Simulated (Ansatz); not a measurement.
# C2H8GaNSi: single points with varied inputs

Aim: run C2H8GaNSi under a spread of inputs, and see what each costs and gives.

Program: Ansatz 0.2.0, Gaussian basis. Level of theory: the settings change from run to run. These are calculated values, not measurements.

## (1) The geometry

An earlier PBE0-D4 in a triple-zeta def2 set relaxation fixed the geometry.

SMILES `[GaH2][CH2]N1C[SiH2]1`, 13 atoms, charge 0, spin multiplicity 1.

Atoms are counted from 1 here; the program's logs count them from 0.

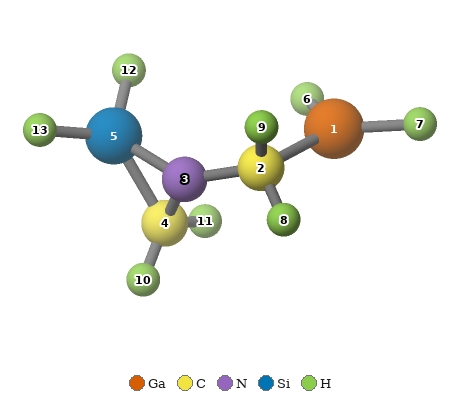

The structure; gallium orange, carbon yellow, nitrogen purple, silicon blue, hydrogen green; atoms are numbered from 1 in the order of the file.

## (2) B2GP-PLYP/x2c-TZVPPall

Options: atoms shaken by 0.03 Å.

Contents of in.yaml:

```yaml
crystal:
  periodic: [false, false, false]
  atoms:
    - {symbol: Ga, position_ang: [-2.058093, 0.515203, 0.301147]}
    - {symbol: C, position_ang: [-0.878732, -0.880825, -0.528398]}
    - {symbol: N, position_ang: [0.618557, -0.609781, -0.434279]}
    - {symbol: C, position_ang: [1.179359, -0.359590, 0.893606]}
    - {symbol: Si, position_ang: [1.739249, 0.589427, -0.606722]}
    - {symbol: H, position_ang: [-1.534331, 1.915009, 0.848215]}
    - {symbol: H, position_ang: [-3.606496, 0.252400, 0.409731]}
    - {symbol: H, position_ang: [-1.130345, -1.831308, -0.079806]}
    - {symbol: H, position_ang: [-1.130215, -0.840364, -1.558918]}
    - {symbol: H, position_ang: [1.803768, -1.198780, 1.308666]}
    - {symbol: H, position_ang: [0.667819, 0.192812, 1.651139]}
    - {symbol: H, position_ang: [1.368273, 2.054987, -0.643289]}
    - {symbol: H, position_ang: [2.899494, 0.281625, -1.559563]}
basis:
  gaussian: {orbitals: x2c-TZVPPall}
hamiltonian: {xc: {name: B2GP-PLYP}}
output: {forces: true}
```

On the command line:

```bash
$ ansatz run in.yaml --threads 4 --pin off --events-out ev --progress --plain --max-ram 10444MiB
```

Output, cut to the lines that bear on the results:

```text
Functional definition: B2GP-PLYP
  name "B2GP-PLYP"
  cite "Karton, Tarnopolsky, Lamère, Schatz & Martin, J. Phys. Chem. A 112, 12868 (2008) doi:10.1021/jp801805p"
  cite "Becke, Phys. Rev. A 38, 3098 (1988) doi:10.1103/PhysRevA.38.3098"
  cite "Lee, Yang & Parr, Phys. Rev. B 37, 785 (1988) doi:10.1103/PhysRevB.37.785"
[...]
1746 factors; integrals over basis functions are off by at most 1.1e-3 eV
[...]
mean field -64451.62463345 eV, -2368.5535183990 hartree, gradient 9.6e-6 eV, S^2 0.000000; 0 other end points of the search recorded, 0 dependent functions left out
17 core orbitals not correlated: weight in the atoms' cores, before any rotation towards them, 1.000 or more for the frozen orbitals, at most 0.000 for the correlated occupied ones
reference -64451.62478596 eV, -2368.5535240036 hartree; 19, 19 occupied and 259, 259 virtual orbitals, 1746 factors
second order -29.01625551 eV of doubles, -0.00000000 eV of singles
[...]
Total energy: -64462.07063794 eV, -2368.9374019835 hartree
Relativity: scalar
Atom 0 at    -2.058093     0.515203     0.301147 Å, force    -0.022352     0.272017     0.267953 eV/Å
Atom 1 at    -0.878732    -0.880825    -0.528398 Å, force     1.720922     1.474574     0.832556 eV/Å
Atom 2 at     0.618557    -0.609781    -0.434279 Å, force    -3.754057    -1.549496     0.608627 eV/Å
Atom 3 at     1.179359    -0.359590     0.893606 Å, force     2.641266    -1.156028    -0.223163 eV/Å
Atom 4 at     1.739249     0.589427    -0.606722 Å, force     1.579773     1.374040    -0.589377 eV/Å
Atom 5 at    -1.534331     1.915009     0.848215 Å, force    -0.081855    -0.475761    -0.230748 eV/Å
Atom 6 at    -3.606496     0.252400     0.409731 Å, force     0.245126    -0.001765    -0.066158 eV/Å
Atom 7 at    -1.130345    -1.831308    -0.079806 Å, force     0.160914    -0.348367    -0.198898 eV/Å
Atom 8 at    -1.130215    -0.840364    -1.558918 Å, force    -0.344569    -0.433877    -0.992242 eV/Å
Atom 9 at     1.803768    -1.198780     1.308666 Å, force    -0.813395     0.890307    -0.349930 eV/Å
Atom 10 at     0.667819     0.192812     1.651139 Å, force    -0.773586     0.322393     0.257322 eV/Å
Atom 11 at     1.368273     2.054987    -0.643289 Å, force     0.145151    -0.641558    -0.042431 eV/Å
Atom 12 at     2.899494     0.281625    -1.559563 Å, force    -0.703337     0.273520     0.726488 eV/Å
Dipole moment:    -0.038206    -0.004689    -0.060588 e Å
```

Run time: 34 s. Hardware: 4 threads of Arm Neoverse V1, shared host; peak memory 1.1 GiB.

Largest force 4.107 eV/Å, dipole 0.34 D.

## (3) RPBE/def2-TZVPD

Set apart from the defaults: D3(BJ) with three-body dispersion, high accuracy.

Contents of in.yaml:

```yaml
crystal:
  periodic: [false, false, false]
  atoms:
    - {symbol: Ga, position_ang: [-2.060595, 0.511024, 0.342362]}
    - {symbol: C, position_ang: [-0.853675, -0.828922, -0.513877]}
    - {symbol: N, position_ang: [0.566151, -0.618256, -0.413422]}
    - {symbol: C, position_ang: [1.245619, -0.368405, 0.866424]}
    - {symbol: Si, position_ang: [1.743989, 0.591525, -0.617582]}
    - {symbol: H, position_ang: [-1.506410, 1.875649, 0.901132]}
    - {symbol: H, position_ang: [-3.610714, 0.232924, 0.402020]}
    - {symbol: H, position_ang: [-1.110497, -1.827262, -0.134536]}
    - {symbol: H, position_ang: [-1.135277, -0.853291, -1.574965]}
    - {symbol: H, position_ang: [1.800370, -1.207252, 1.285212]}
    - {symbol: H, position_ang: [0.664592, 0.175606, 1.621896]}
    - {symbol: H, position_ang: [1.363615, 2.025318, -0.662874]}
    - {symbol: H, position_ang: [2.892832, 0.291363, -1.501801]}
basis:
  gaussian: {orbitals: def2-TZVPD}
hamiltonian: {xc: {name: RPBE}, dispersion: d3bjatm}
accuracy: high
output: {forces: true}
```

The command is unchanged.

Output, cut to the lines that bear on the results:

```text
Functional definition: RPBE
  name "RPBE"
  cite "Hammer, Hansen & Nørskov, Phys. Rev. B 59, 7413 (1999) doi:10.1103/PhysRevB.59.7413"
  cite "Perdew, Burke & Ernzerhof, Phys. Rev. Lett. 77, 3865 (1996) doi:10.1103/PhysRevLett.77.3865"
[...]
4680 factors; integrals over basis functions are off by at most 4.5e-9 eV
[...]
mean field -63946.90579422 eV, -2350.0054431681 hartree, gradient 6.8e-8 eV, S^2 0.000000; 0 other end points of the search recorded, 0 dependent functions left out
[...]
reference -63946.90579997 eV, -2350.0054433792 hartree; 36, 36 occupied and 244, 244 virtual orbitals, 4680 factors
Total energy: -63948.55369874 eV, -2350.0660025423 hartree
Atom 0 at    -2.060595     0.511024     0.342362 Å, force     0.111562    -0.007565     0.016822 eV/Å
Atom 1 at    -0.853675    -0.828922    -0.513877 Å, force    -0.086036     0.006498    -0.003170 eV/Å
[...]
Atom 3 at     1.245619    -0.368405     0.866424 Å, force     0.049262    -0.005173     0.360502 eV/Å
Atom 4 at     1.743989     0.591525    -0.617582 Å, force     0.276725     0.384551    -0.148732 eV/Å
Atom 5 at    -1.506410     1.875649     0.901132 Å, force     0.061675     0.165254     0.059989 eV/Å
Atom 6 at    -3.610714     0.232924     0.402020 Å, force    -0.205898    -0.034032     0.004653 eV/Å
Atom 7 at    -1.110497    -1.827262    -0.134536 Å, force    -0.072183    -0.200320     0.113072 eV/Å
Atom 8 at    -1.135277    -0.853291    -1.574965 Å, force    -0.075920     0.028846    -0.222844 eV/Å
Atom 9 at     1.800370    -1.207252     1.285212 Å, force     0.145749    -0.181132     0.080911 eV/Å
Atom 10 at     0.664592     0.175606     1.621896 Å, force    -0.145616     0.123996     0.143540 eV/Å
Atom 11 at     1.363615     2.025318    -0.662874 Å, force    -0.052622     0.175126     0.005746 eV/Å
Atom 12 at     2.892832     0.291363    -1.501801 Å, force     0.139077    -0.048994    -0.129265 eV/Å
Dipole moment:     0.046811    -0.019724    -0.062506 e Å
```

It took 33 s on 4 threads of Arm Neoverse V1, shared host; peak memory 2.3 GiB.

Largest force 0.516 eV/Å, dipole 0.39 D.

## (4) B3LYP5/x2c-TZVPPall

in.yaml, as its differences from that of step 3:

```diff
@@ -17,5 +17,3 @@
 basis:
-  gaussian: {orbitals: def2-TZVPD}
-hamiltonian: {xc: {name: RPBE}, dispersion: d3bjatm}
-accuracy: high
-output: {forces: true}
+  gaussian: {orbitals: x2c-TZVPPall}
+hamiltonian: {xc: {name: B3LYP5}}
```

The command is unchanged.

Output, cut to the lines that bear on the results:

```text
Functional definition: B3LYP5
  name "B3LYP5"
  cite "Stephens, Devlin, Chabalowski & Frisch, J. Phys. Chem. 98, 11623 (1994) doi:10.1021/j100096a001"
  cite "Becke, Phys. Rev. A 38, 3098 (1988) doi:10.1103/PhysRevA.38.3098"
  cite "Lee, Yang & Parr, Phys. Rev. B 37, 785 (1988) doi:10.1103/PhysRevB.37.785"
  cite "Vosko, Wilk & Nusair, Can. J. Phys. 58, 1200 (1980) doi:10.1139/p80-159"
[...]
1689 factors; their error is unknown
[...]
mean field -64480.05447993 eV, -2369.5982959867 hartree, gradient 7.2e-5 eV, S^2 0.000000; 0 other end points of the search recorded, 0 dependent functions left out
reference -64480.05480063 eV, -2369.5983077723 hartree; 36, 36 occupied and 259, 259 virtual orbitals, 1689 factors
Total energy: -64480.05480063 eV, -2369.5983077723 hartree
Relativity: scalar
```

It took 6.5 s on 4 threads of Arm Neoverse V1, shared host; peak memory 0.76 GiB.

## (5) RPBE/def2-TZVPP

Set apart from the defaults: D4 dispersion.

in.yaml, as its differences from that of step 4:

```diff
@@ -17,3 +17,4 @@
 basis:
-  gaussian: {orbitals: x2c-TZVPPall}
-hamiltonian: {xc: {name: B3LYP5}}
+  gaussian: {orbitals: def2-TZVPP}
+hamiltonian: {xc: {name: RPBE}, dispersion: d4}
+output: {forces: true}
```

Same command.

Output, cut to the lines that bear on the results:

```text
Functional definition: RPBE
  name "RPBE"
  cite "Hammer, Hansen & Nørskov, Phys. Rev. B 59, 7413 (1999) doi:10.1103/PhysRevB.59.7413"
  cite "Perdew, Burke & Ernzerhof, Phys. Rev. Lett. 77, 3865 (1996) doi:10.1103/PhysRevLett.77.3865"
[...]
1643 factors; their error is unknown
[...]
mean field -63946.92683087 eV, -2350.0062162507 hartree, gradient 4.3e-5 eV, S^2 0.000000; 0 other end points of the search recorded, 0 dependent functions left out
[...]
reference -63946.92688452 eV, -2350.0062182222 hartree; 36, 36 occupied and 259, 259 virtual orbitals, 1643 factors
Total energy: -63948.06130804 eV, -2350.0479075178 hartree
Atom 0 at    -2.060595     0.511024     0.342362 Å, force    -0.057425     0.107583     0.090007 eV/Å
Atom 1 at    -0.853675    -0.828922    -0.513877 Å, force    -0.118849    -0.060951    -0.034546 eV/Å
[...]
Atom 3 at     1.245619    -0.368405     0.866424 Å, force     0.058450    -0.029652     0.399622 eV/Å
Atom 4 at     1.743989     0.591525    -0.617582 Å, force     0.357993     0.431570    -0.234790 eV/Å
Atom 5 at    -1.506410     1.875649     0.901132 Å, force     0.050415     0.138953     0.049840 eV/Å
Atom 6 at    -3.610714     0.232924     0.402020 Å, force    -0.179464    -0.025715     0.004287 eV/Å
Atom 7 at    -1.110497    -1.827262    -0.134536 Å, force    -0.067173    -0.226784     0.095960 eV/Å
Atom 8 at    -1.135277    -0.853291    -1.574965 Å, force    -0.072027     0.000581    -0.241704 eV/Å
Atom 9 at     1.800370    -1.207252     1.285212 Å, force     0.140518    -0.188710     0.102869 eV/Å
Atom 10 at     0.664592     0.175606     1.621896 Å, force    -0.130888     0.114132     0.182207 eV/Å
Atom 11 at     1.363615     2.025318    -0.662874 Å, force    -0.046094     0.182804     0.007683 eV/Å
Atom 12 at     2.892832     0.291363    -1.501801 Å, force     0.148253    -0.047090    -0.133338 eV/Å
Dipole moment:     0.046811    -0.022869    -0.062183 e Å
```

Run time: 4.2 s. Hardware: 4 threads of Arm Neoverse V1, shared host.

Largest force 0.608 eV/Å, dipole 0.39 D.

## (6) B2GP-PLYP/def2-SVP

Set apart from the defaults: atoms shaken by 0.08 Å.

Contents of in.yaml:

```yaml
crystal:
  periodic: [false, false, false]
  atoms:
    - {symbol: Ga, position_ang: [-2.053725, 0.493877, 0.401929]}
    - {symbol: C, position_ang: [-0.880453, -0.744940, -0.440677]}
    - {symbol: N, position_ang: [0.668232, -0.635123, -0.195567]}
    - {symbol: C, position_ang: [1.211618, -0.257058, 0.768402]}
    - {symbol: Si, position_ang: [1.650514, 0.646400, -0.635656]}
    - {symbol: H, position_ang: [-1.396045, 1.872072, 0.864184]}
    - {symbol: H, position_ang: [-3.536804, 0.284355, 0.277038]}
    - {symbol: H, position_ang: [-1.217131, -1.734352, -0.173051]}
    - {symbol: H, position_ang: [-1.049128, -0.995979, -1.553129]}
    - {symbol: H, position_ang: [1.895429, -1.106550, 1.318434]}
    - {symbol: H, position_ang: [0.569575, 0.257069, 1.700874]}
    - {symbol: H, position_ang: [1.284705, 2.071458, -0.683592]}
    - {symbol: H, position_ang: [2.960170, 0.325947, -1.502286]}
basis:
  gaussian: {orbitals: def2-SVP}
hamiltonian: {xc: {name: B2GP-PLYP}}
```

The command is unchanged.

Output, cut to the lines that bear on the results:

```text
Functional definition: B2GP-PLYP
  name "B2GP-PLYP"
  cite "Karton, Tarnopolsky, Lamère, Schatz & Martin, J. Phys. Chem. A 112, 12868 (2008) doi:10.1021/jp801805p"
  cite "Becke, Phys. Rev. A 38, 3098 (1988) doi:10.1103/PhysRevA.38.3098"
  cite "Lee, Yang & Parr, Phys. Rev. B 37, 785 (1988) doi:10.1103/PhysRevB.37.785"
[...]
1337 factors; integrals over basis functions are off by at most 1.4e-3 eV
[...]
mean field -63899.85646238 eV, -2348.2764121141 hartree, gradient 5.9e-6 eV, S^2 0.000000; 0 other end points of the search recorded, 0 dependent functions left out
17 core orbitals not correlated: weight in the atoms' cores, before any rotation towards them, 1.000 or more for the frozen orbitals, at most 0.000 for the correlated occupied ones
reference -63899.85660200 eV, -2348.2764172451 hartree; 19, 19 occupied and 96, 96 virtual orbitals, 1337 factors
second order -24.46431983 eV of doubles, -0.00000000 eV of singles
Total energy: -63908.66375714 eV, -2348.6000742268 hartree
```

Wall time 3.2 s (4 threads of Arm Neoverse V1, shared host).

[end of part 1 of 2]
